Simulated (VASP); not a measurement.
# Co: surface energy and work function by face, part 2 of 5

Aim: compare the low-index faces of Co at one level of theory.

VASP 6.6.1; r2SCAN, spin-polarised from a ferromagnetic start; plane waves and PAW (Co).

Still holding for the runs below: The magnetic state follows from one typed start and may not be the lowest.

So far. Step 2 (The bulk reference, job relaxation, k-mesh 18×18×10): Energy at zero smearing: -26.41562 eV. The relaxed cell has a = 2.472, c = 4.012 Å (conventional setting).

## (3) The bulk reference, job self-consistent run, k-mesh 21×21×12

Contents of INCAR:

```
SYSTEM = Co
PREC = Normal
ENCUT = 320
EDIFF = 1E-06
NELM = 120
ISMEAR = 1
SIGMA = 0.15
LREAL = .FALSE.
ALGO = Normal
METAGGA = R2SCAN
LASPH = .TRUE.
NBANDS = 19
ISPIN = 2
MAGMOM = 2 2
LMAXMIX = 4
LORBIT = 11
LWAVE = .FALSE.
LCHARG = .FALSE.
KPAR = 4
```

Contents of POSCAR:

```
Co
1.0
    2.4720257627      0.0000000000      0.0000000000
   -1.2360128814      2.1408371093      0.0000000000
    0.0000000000      0.0000000000      4.0121571393
Co
2
Direct
    0.0000000000      0.0000000000      0.0000000000
    0.3333333333      0.6666666667      0.5000000000
```

Contents of KPOINTS:

```
Automatic mesh
0
Gamma
21 21 12
0 0 0
```

PAW data sets: Co (PBE family, release 64).

On the command line:

```sh
mpirun -np 4 vasp_std
```

Output:

```text
[banner, memory and clock lines left out]
running    4 mpi-ranks, on    1 nodes
 distrk:  each k-point on    1 cores,    4 groups
 distr:  one band on    1 cores,    1 groups

 POSCAR found type information on POSCAR Co
 POSCAR found :  1 types and       2 ions
 [... a notice as in an earlier step ...]

 LDA part: xc-table for (None), standard interpolation
 POSCAR, INCAR and KPOINTS ok, starting setup
 FFT: planning ... GRIDC
 FFT: planning ... GRID_SOFT
 FFT: planning ... GRID
 WAVECAR not read
 entering main loop
       N       E                     dE             d eps       ncg     rms          rms(c)
DAV:   1     0.516900428062E+02    0.51690E+02   -0.58439E+03 27411   0.891E+02
DAV:   2    -0.283543304962E+02   -0.80044E+02   -0.72396E+02 26208   0.190E+02
DAV:   3    -0.313539765947E+02   -0.29996E+01   -0.29331E+01 28266   0.461E+01
DAV:   4    -0.314084322887E+02   -0.54456E-01   -0.54422E-01 34694   0.516E+00
DAV:   5    -0.314093331133E+02   -0.90082E-03   -0.90076E-03 29579   0.542E-01    0.176E+01
DAV:   6    -0.270785135610E+02    0.43308E+01   -0.13723E+01 29679   0.759E+01    0.965E+00
DAV:   7    -0.264426431374E+02    0.63587E+00   -0.16367E+00 32834   0.250E+01    0.509E+00
DAV:   8    -0.264493603726E+02   -0.67172E-02   -0.84541E-02 31511   0.206E+00    0.211E+00
DAV:   9    -0.264305429199E+02    0.18817E-01   -0.15631E-02 34629   0.137E+00    0.655E-01
DAV:  10    -0.264284233694E+02    0.21196E-02   -0.45133E-03 34867   0.109E+00    0.130E-01
DAV:  11    -0.264285017751E+02   -0.78406E-04   -0.41718E-04 30998   0.243E-01    0.886E-02
DAV:  12    -0.264285495243E+02   -0.47749E-04   -0.23257E-05 32431   0.578E-02    0.545E-02
DAV:  13    -0.264285809710E+02   -0.31447E-04   -0.28815E-05 35213   0.613E-02    0.981E-03
DAV:  14    -0.264285825156E+02   -0.15446E-05   -0.29372E-06 27066   0.184E-02    0.368E-03
DAV:  15    -0.264285821122E+02    0.40339E-06   -0.15325E-07 14175   0.325E-03
   1 F= -.26428582E+02 E0= -.26428643E+02  d E =0.182029E-03  mag=     3.4624
```

The job ended after 33 s (4 MPI ranks of Intel Xeon 6975P-C (Granite Rapids), shared host; peak memory 0.74 GiB).

From OUTCAR (step 3):

```text
  LATTYP: Found a hexagonal cell.
 ALAT       =     2.4720257627
 C/A-ratio  =     1.6230239991

 Found    336 irreducible k-points:

   k-points           NKPTS =    336   k-points in BZ     NKDIM =    336   number of bands    NBANDS=     19

   dimension x,y,z NGX =    12 NGY =   12 NGZ =   18
   dimension x,y,z NGXF=    24 NGYF=   24 NGZF=   36

   ENCUT  =  320.0 eV  23.52 Ry    4.85 a.u.   3.61  3.61  5.85*2*pi/ulx,y,z

   NELECT =      18.0000    total number of electrons

 E-fermi :  10.6504

 spin component 1
 k-point     1 :       0.0000    0.0000    0.0000
  band No.  band energies     occupation
    ...
      8       7.9271      1.00000
      9       7.9273      1.00000
     10       9.0411      1.00000
     11       9.0413      1.00000
     12      10.3593      1.00965
     13      16.9636      0.00000
     14      33.5809      0.00000
     15      36.3777      0.00000
     16      36.3785      0.00000
     17      36.8370      0.00000
    ...

 k-point     2 :       0.0476    0.0000    0.0000
  band No.  band energies     occupation
    ...
      7       7.6164      1.00000
      8       7.8887      1.00000
      9       7.9031      1.00000
     10       8.7324      1.00000
     11       9.0515      1.00000
     12      10.7638      0.02209
     13      16.9799      0.00000
     14      32.9526      0.00000
     15      34.8493      0.00000
     16      35.2448      0.00000
    ...

 k-point     3 :       0.0952    0.0000    0.0000
  band No.  band energies     occupation
    ...
      7       7.7169      1.00000
      8       7.7279      1.00000
      9       7.8356      1.00000
     10       8.2725      1.00000
     11       9.0788      1.00000
     12      11.5571     -0.00000
     13      17.0316      0.00000
     14      31.0599      0.00000
     15      33.7365      0.00000
     16      33.9118      0.00000
    ...

 k-point     4 :       0.1429    0.0000    0.0000
  band No.  band energies     occupation
    ...
      7       7.6614      1.00000
      8       7.7367      1.00000
      9       7.8771      1.00000
     10       8.0091      1.00000
     11       9.1148      1.00000
     12      12.4877     -0.00000
     13      17.1240      0.00000
     14      28.7570      0.00000
     15      32.2901      0.00000
     16      33.2989      0.00000
    ...

  Total       -0.1194138     -0.1194138     -0.0553147      0.0000000     -0.0000000      0.0000000
  in kB       -9.0105327     -9.0105327     -4.1738470      0.0000000     -0.0000000      0.0000000
  external PRESSURE =      -7.3983041 kB  Pullay stress =       0.0000000 kB

  energy-cutoff  :      320.00
  volume of cell :       21.23
      direct lattice vectors                 reciprocal lattice vectors
     2.472025763  0.000000000  0.000000000     0.404526528  0.233553500  0.000000000
    -1.236012881  2.140837109  0.000000000     0.000000000  0.467107000  0.000000000
     0.000000000  0.000000000  4.012157139     0.000000000  0.000000000  0.249242481

 POSITION                                       TOTAL-FORCE (eV/Angst)
 -----------------------------------------------------------------------------------
      0.00000      0.00000      0.00000        -0.000000      0.000000      0.000000
     -0.00000      1.42722      2.00608         0.000000      0.000000      0.000000
 -----------------------------------------------------------------------------------
    total drift:                               -0.000000      0.000000     -0.000000

  FREE ENERGIE OF THE ION-ELECTRON SYSTEM (eV)
  ---------------------------------------------------
  free  energy   TOTEN  =       -26.4285821122 eV

  energy  without entropy=      -26.4287641415  energy(sigma->0) =      -26.42864279

 total charge
# of ion       s       p       d       tot
------------------------------------------
    1        0.520   0.579   7.229   8.327
    2        0.520   0.579   7.229   8.327
--------------------------------------------------
tot          1.040   1.158  14.458  16.655

 magnetization (x)
# of ion       s       p       d       tot
------------------------------------------
    1       -0.013  -0.087   1.893   1.793
    2       -0.013  -0.087   1.893   1.793
--------------------------------------------------
tot         -0.026  -0.173   3.786   3.587

[... 2 parts as in an earlier step ...]

[... 11 further parts left out ...]
```

This step gave:

```
electronic cycles                                 : 15
free energy (TOTEN)                               : -26.43 eV
energy at zero smearing                           : -26.43 eV
Fermi energy                                      : 10.65 eV
moment of the cell, from the last line of the log : 3.46 μB
```

Energy at zero smearing: -26.42864 eV.

The run ends at a pressure of -0.74 GPa.

## (4) Relaxing the slab, 8 atoms, face Co(0001)

System of this step: Co(0001). The cell holds 8 atoms: 8 Co. Its edges and angles: a = 2.472 Å, b = 2.472 Å, c = 29.043 Å, α = 90.0°, β = 90.0°, γ = 60.0°. It derives from Co. 8 layers of hcp Co, cut at this functional's lattice. Vacuum lies along c.

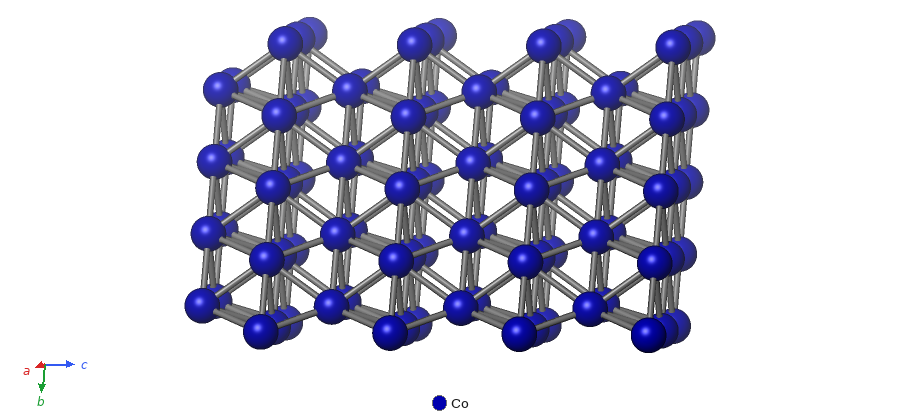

The cell of this step (cobalt blue). 2×4×1 cells are drawn. Some periodic images of atoms are drawn too.

All atoms relax at the fixed cell.

Contents of INCAR:

```
SYSTEM = Co
PREC = Normal
ENCUT = 320
EDIFF = 1E-05
NELM = 120
ISMEAR = 1
SIGMA = 0.15
LREAL = .FALSE.
ALGO = Normal
METAGGA = R2SCAN
LASPH = .TRUE.
NBANDS = 58
ISPIN = 2
MAGMOM = 2 2 2 2 2 2 2 2
LMAXMIX = 4
LORBIT = 11
LWAVE = .FALSE.
LCHARG = .FALSE.
KPAR = 4
IBRION = 2
NSW = 40
ISIF = 2
EDIFFG = -0.03
POTIM = 0.4
MAXMIX = 40
```

Contents of POSCAR:

```
Co
1.0
    2.4720257627      0.0000000000      0.0000000000
    1.2360128814      2.1408371093      0.0000000000
    0.0000000000      0.0000000000     29.0425499876
Co
8
Direct
    0.6666666700      0.6666666700      0.2582417900
    0.0000000000      0.0000000000      0.3273155600
    0.6666666700      0.6666666700      0.3963893400
    0.0000000000      0.0000000000      0.4654631100
    0.6666666700      0.6666666700      0.5345368900
    0.0000000000      0.0000000000      0.6036106600
    0.6666666700      0.6666666700      0.6726844400
    0.0000000000      0.0000000000      0.7417582100
```

Contents of KPOINTS:

```
Automatic mesh
0
Gamma
15 15 1
0 0 0
```

On the command line:

```sh
mpirun -np 4 vasp_std
```

Output:

```text
[banner, memory and clock lines left out]
running    4 mpi-ranks, on    1 nodes
 distrk:  each k-point on    1 cores,    4 groups
 distr:  one band on    1 cores,    1 groups

 POSCAR found type information on POSCAR Co
 POSCAR found :  1 types and       8 ions
 [... a notice as in an earlier step ...]

 LDA part: xc-table for (None), standard interpolation
 POSCAR, INCAR and KPOINTS ok, starting setup
 FFT: planning ... GRIDC
 FFT: planning ... GRID_SOFT
 FFT: planning ... GRID
 WAVECAR not read
 entering main loop
       N       E                     dE             d eps       ncg     rms          rms(c)
DAV:   1     0.424289967480E+03    0.42429E+03   -0.24199E+04  6352   0.107E+03
DAV:   2    -0.822662053018E+02   -0.50656E+03   -0.46459E+03  6270   0.278E+02
DAV:   3    -0.123679788788E+03   -0.41414E+02   -0.38635E+02  6674   0.110E+02
DAV:   4    -0.124415976671E+03   -0.73619E+00   -0.73443E+00  6876   0.168E+01
DAV:   5    -0.124438174841E+03   -0.22198E-01   -0.22197E-01  9464   0.186E+00    0.347E+01
DAV:   6    -0.123730776607E+03    0.70740E+00   -0.13537E+02  7240   0.142E+02    0.527E+01
DAV:   7    -0.167834083245E+03   -0.44103E+02   -0.11680E+02  8014   0.171E+02    0.776E+01
DAV:   8    -0.113644673059E+03    0.54189E+02   -0.58555E+01  9620   0.701E+01    0.413E+01
DAV:   9    -0.104926437928E+03    0.87182E+01   -0.34824E+01  8504   0.823E+01    0.299E+01
DAV:  10    -0.109587572401E+03   -0.46611E+01   -0.30927E+01  7910   0.646E+01    0.390E+01
DAV:  11    -0.103864790100E+03    0.57228E+01   -0.10078E+01  7784   0.441E+01    0.191E+01
DAV:  12    -0.103340864188E+03    0.52393E+00   -0.61338E+00  7890   0.298E+01    0.745E+00
DAV:  13    -0.103778975305E+03   -0.43811E+00   -0.13803E+00  6882   0.114E+01    0.767E+00
DAV:  14    -0.104104286271E+03   -0.32531E+00   -0.45872E-01  7142   0.599E+00    0.846E+00
DAV:  15    -0.103970028927E+03    0.13426E+00   -0.10305E-01  6490   0.407E+00    0.731E+00
DAV:  16    -0.103746751067E+03    0.22328E+00   -0.81922E-01  8740   0.143E+01    0.377E+00
DAV:  17    -0.103864769833E+03   -0.11802E+00   -0.24974E-01  7974   0.507E+00    0.305E+00
DAV:  18    -0.103962734551E+03   -0.97965E-01   -0.93687E-02  7094   0.283E+00    0.292E+00
DAV:  19    -0.104087199923E+03   -0.12447E+00   -0.99871E-02  7136   0.295E+00    0.261E+00
DAV:  20    -0.104167306170E+03   -0.80106E-01   -0.15033E-01  7198   0.458E+00    0.173E+00
DAV:  21    -0.104182306049E+03   -0.15000E-01   -0.71477E-02  7438   0.242E+00    0.138E+00
DAV:  22    -0.104191804093E+03   -0.94980E-02   -0.26677E-02  8124   0.236E+00    0.124E+00
DAV:  23    -0.104196600973E+03   -0.47969E-02   -0.19221E-02  7240   0.131E+00    0.121E+00
DAV:  24    -0.104201129823E+03   -0.45288E-02   -0.91847E-03  7610   0.877E-01    0.111E+00
DAV:  25    -0.104202019418E+03   -0.88960E-03   -0.14186E-02  7376   0.137E+00    0.862E-01
DAV:  26    -0.104201818634E+03    0.20078E-03   -0.42545E-03  7348   0.762E-01    0.784E-01
DAV:  27    -0.104201043424E+03    0.77521E-03   -0.41945E-03  7520   0.936E-01    0.748E-01
DAV:  28    -0.104201554209E+03   -0.51078E-03   -0.23598E-03  6976   0.546E-01    0.541E-01
DAV:  29    -0.104202562164E+03   -0.10080E-02   -0.25905E-03  7496   0.646E-01    0.333E-01
DAV:  30    -0.104203609596E+03   -0.10474E-02   -0.10423E-03  8166   0.357E-01    0.253E-01
DAV:  31    -0.104205249418E+03   -0.16398E-02   -0.65642E-04  7762   0.367E-01    0.170E-01
DAV:  32    -0.104206598796E+03   -0.13494E-02   -0.56157E-04  7592   0.190E-01    0.131E-01
DAV:  33    -0.104206951353E+03   -0.35256E-03   -0.51467E-04  7478   0.176E-01    0.658E-02
DAV:  34    -0.104206968506E+03   -0.17153E-04   -0.38327E-04  6564   0.157E-01    0.430E-02
DAV:  35    -0.104207357801E+03   -0.38929E-03   -0.68851E-04  6752   0.192E-01    0.381E-02
DAV:  36    -0.104206315549E+03    0.10423E-02   -0.62724E-04  6576   0.179E-01    0.378E-02
DAV:  37    -0.104206179129E+03    0.13642E-03   -0.30584E-04  6798   0.137E-01    0.504E-02
DAV:  38    -0.104206082219E+03    0.96911E-04   -0.76295E-05  6166   0.756E-02    0.379E-02
DAV:  39    -0.104206049989E+03    0.32230E-04   -0.20898E-05  5236   0.622E-02    0.231E-02
DAV:  40    -0.104206029434E+03    0.20554E-04   -0.12433E-05  4808   0.427E-02    0.129E-02
DAV:  41    -0.104206037387E+03   -0.79523E-05   -0.76009E-06  4334   0.227E-02
   1 F= -.10420604E+03 E0= -.10420634E+03  d E =-.104206E+03  mag=    13.9748
 curvature:   0.00 expect dE= 0.000E+00 dE for cont linesearch  0.000E+00
 trial: gam= 0.00000 g(F)=  0.792E-01 g(S)=  0.000E+00 ort = 0.000E+00 (trialstep = 0.100E+01)
 search vector abs. value=  0.792E-01
 bond charge predicted
       N       E                     dE             d eps       ncg     rms          rms(c)
DAV:   1    -0.104172631549E+03    0.33398E-01   -0.12491E+01  6392   0.128E+01    0.194E+00
DAV:   2    -0.104250059747E+03   -0.77428E-01   -0.31160E-01  8756   0.526E+00    0.121E+00
DAV:   3    -0.104266717536E+03   -0.16658E-01   -0.42072E-02  6658   0.262E+00    0.453E-01
DAV:   4    -0.104266234451E+03    0.48309E-03   -0.62962E-03  6780   0.548E-01    0.327E-01
DAV:   5    -0.104267075508E+03   -0.84106E-03   -0.28207E-03  8746   0.740E-01    0.156E-01
DAV:   6    -0.104267210882E+03   -0.13537E-03   -0.94220E-04  7400   0.253E-01    0.121E-01
DAV:   7    -0.104267366023E+03   -0.15514E-03   -0.63094E-04  7474   0.383E-01    0.552E-02
DAV:   8    -0.104267435830E+03   -0.69807E-04   -0.31261E-04  8434   0.175E-01    0.691E-02
DAV:   9    -0.104267677452E+03   -0.24162E-03   -0.16934E-04  6778   0.159E-01    0.309E-02
DAV:  10    -0.104267592226E+03    0.85226E-04   -0.47550E-05  5636   0.638E-02    0.151E-02
DAV:  11    -0.104267605222E+03   -0.12996E-04   -0.24137E-05  4990   0.477E-02    0.662E-03
DAV:  12    -0.104267596724E+03    0.84982E-05   -0.14161E-05  4844   0.277E-02
   2 F= -.10426760E+03 E0= -.10426874E+03  d E =-.615593E-01  mag=    14.0094
[...]
3 F= -.10428149E+03 E0= -.10428217E+03  d E =-.754500E-01  mag=    14.0415
[...]
4 F= -.10428168E+03 E0= -.10428230E+03  d E =-.756435E-01  mag=    14.0455
[...]
5 F= -.10428164E+03 E0= -.10428228E+03  d E =-.756001E-01  mag=    14.0438
[...]
6 F= -.10428299E+03 E0= -.10428363E+03  d E =-.135036E-02  mag=    14.0505
[...]
7 F= -.10428406E+03 E0= -.10428470E+03  d E =-.242191E-02  mag=    14.0615
 curvature:  -1.68 expect dE=-0.412E-03 dE for cont linesearch -0.109E-05
 trial: gam= 0.19285 g(F)=  0.246E-03 g(S)=  0.000E+00 ort =-0.303E-04 (trialstep = 0.158E+01)
 search vector abs. value=  0.286E-03
 bond charge predicted
       N       E                     dE             d eps       ncg     rms          rms(c)
DAV:   1    -0.104283619852E+03    0.44414E-03   -0.10701E-01  6322   0.119E+00    0.169E-01
DAV:   2    -0.104284389888E+03   -0.77004E-03   -0.22563E-03  7770   0.416E-01    0.108E-01
DAV:   3    -0.104284636949E+03   -0.24706E-03   -0.32024E-04  6632   0.219E-01    0.523E-02
DAV:   4    -0.104284558879E+03    0.78071E-04   -0.43992E-05  6208   0.465E-02    0.318E-02
DAV:   5    -0.104284535674E+03    0.23204E-04   -0.20865E-05  4760   0.565E-02    0.308E-02
DAV:   6    -0.104284409372E+03    0.12630E-03   -0.15994E-05  4250   0.606E-02    0.176E-02
DAV:   7    -0.104284439051E+03   -0.29679E-04   -0.67904E-06  4166   0.249E-02    0.139E-02
DAV:   8    -0.104284446066E+03   -0.70148E-05   -0.48731E-06  4168   0.157E-02
   8 F= -.10428445E+03 E0= -.10428514E+03  d E =-.386687E-03  mag=    14.0608
 trial-energy change:   -0.000387  1 .order   -0.000255   -0.000380   -0.000131
 step:   1.7664(harm=  2.4132)  dis= 0.00310  next Energy=  -104.284454 (dE=-0.394E-03)
 reached required accuracy - stopping structural energy minimisation
```

Run time: 7.2 min. Hardware: 4 MPI ranks; peak memory 1.1 GiB; 27 min of CPU time.

(Continued in part 3 of 5.)

[Lines on the potential files, build, host, timing and source positions are cut from VASP's logs without a mark.]

[Logs are printed without paths, hosts, clocks, repeated set-up lines and the standing remarks that a program may print on its own settings, such as how far it seeks lower states.]

[Hosts, paths, dates, database ids (printed as entryN), source tags and the programs' standing remarks are cut or masked in the printed files.]

[Runs that stopped without an error message from VASP are left out.]
